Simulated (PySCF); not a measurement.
## A study: H₂S, SMILES `S`

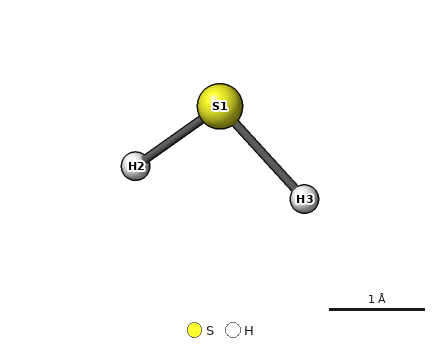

The molecule, with its atoms numbered as below. No frequency check shows the geometry to be a minimum.

Coordinates in Å:

```
S1       0.0000   -0.1021    0.0000
H2       0.9574    0.8165    0.0000
H3      -0.9574    0.8166    0.0000
```

Part 1: Bonding charge

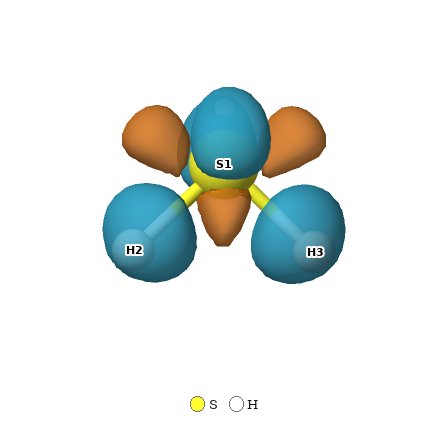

Deformation density (molecule less spherical, spin-averaged free atoms at the same positions), surfaces at ±0.08 e/Å³; light blue: gain, orange: loss.

Computed with PySCF, B3LYP/def2-SVPD, geometry: GFN2-xTB.

Question: How much density has each bond gained at its critical point, relative to the free atoms?

Answer: S1–H2 and S1–H3: +0.16 e/Å³ at the bond critical point (bond length 1.33 Å). In all, 0.6 electrons gather in the regions of gain relative to the promolecule.

Part 2: Local ionisation energy

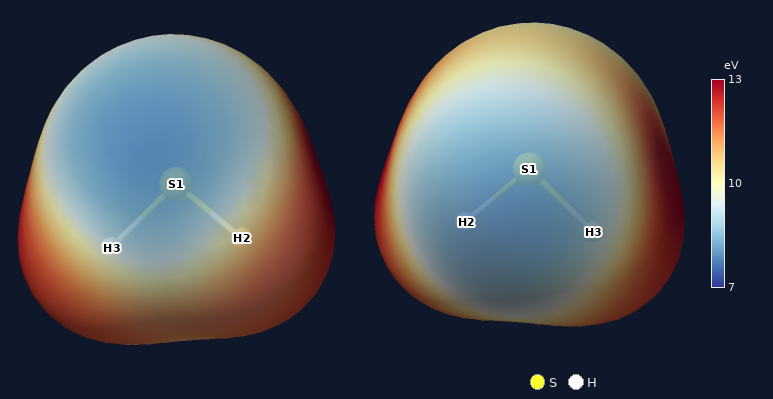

Average local ionisation energy on the surface of electron density 0.001 a.u. (back view left, front view right).

Question: Locate the minima of the map.

Answer: The lowest value is 7.9 eV, off the S1–H3 bond (2.3 to 2.5 Å from its atoms), and at like points elsewhere. For comparison, the highest occupied orbital lies at −7.3 eV.

Part 3: In an electric field

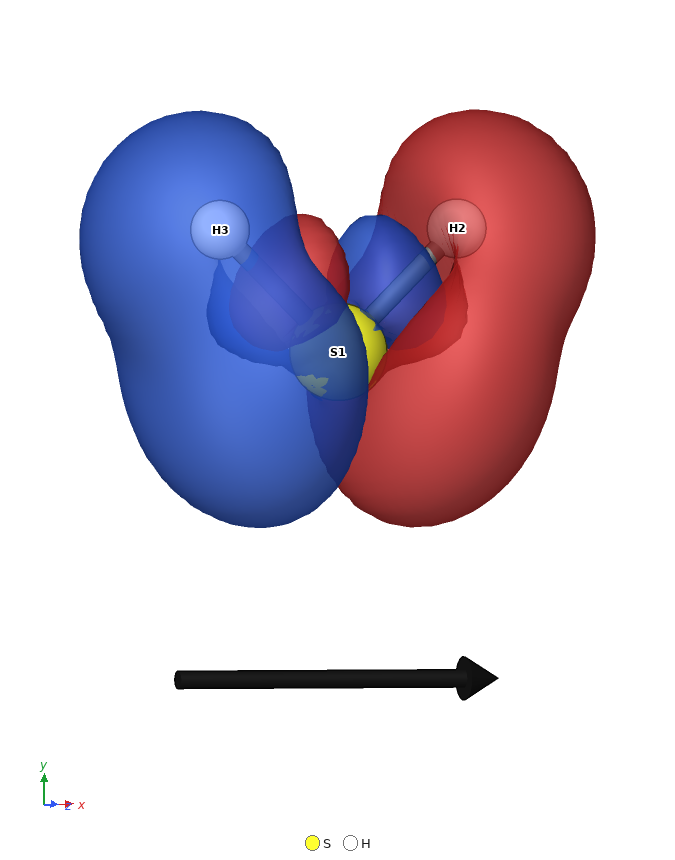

Change of the electron density in a uniform field of 0.21 V/Å along +x (arrow), surfaces at ±0.001 e/Å³ (blue: gain, red: loss).

PySCF calculation, B3LYP/def2-SVPD, gas phase; geometry: GFN2-xTB.

Question: What dipole is induced, and what polarisability does it imply?

Answer: The induced dipole is 0.25 D (along the field); α along this axis, from the fields in both directions, is 24 bohr³ (3.6 Å³).

Question: Which atoms gain and lose the most charge?

Answer: Electrons gather most on H3 (Hirshfeld charge changes by −0.009 e) and leave H2 most (+0.009 e); 0.026 electrons are displaced in all.

Part 4: Removing or adding an electron

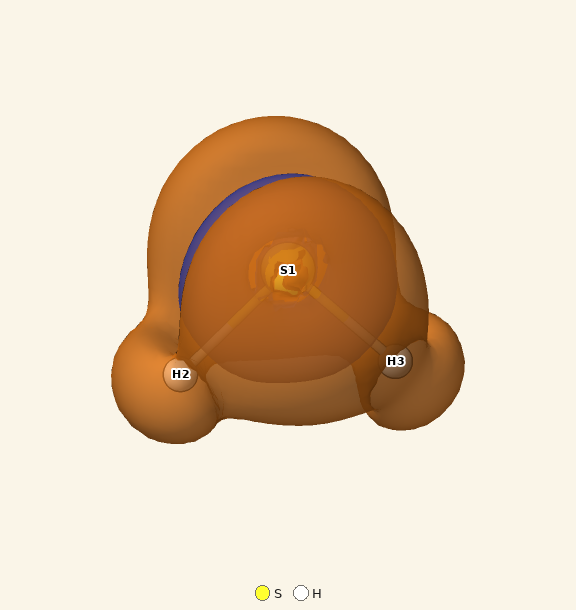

Fukui function f⁻ = ρ(N) − ρ(N−1) at fixed geometry, surfaces at ±0.03 e/Å³ (orange positive, blue negative).

Level of theory: B3LYP/def2-SVPD (PySCF), at a geometry from GFN2-xTB.

Question: On which atoms does the density change most on removal of an electron?

Answer: f⁻ (Hirshfeld-condensed) is largest on S1 (0.76); the vertical ionisation energy is 10.49 eV. Condensed values hint at sites of electrophilic attack but needn't mark the atom that reacts. Orbital relaxation makes it negative in places (0.10 e in all).
